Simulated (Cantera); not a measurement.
Feed: 1 mol H2S, 3 mol H2O, 5.6 mol H2, held at 890 Pa.

Method: chemical equilibrium by Gibbs-energy minimisation in Cantera with the NASA 1993 tables (ideal gas, pure condensed phases). Candidate condensed phases: H2O, H2SO4, S; 19 gas species. Equilibrium is a limit: real reactors are often held back by kinetics, nucleation or transport.

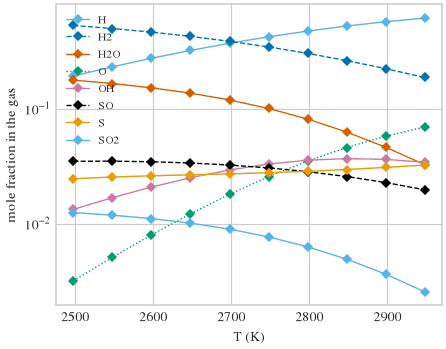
*Equilibrium gas composition (values under 1e-9 drawn at 1e-9)*

Q: Read off the mole fractions at 2698 K.

A: H2 about 0.39, H about 0.37, H2O about 0.12, SO about 0.032, OH about 0.029, S about 0.027, O about 0.018, SO2 about 0.0090.
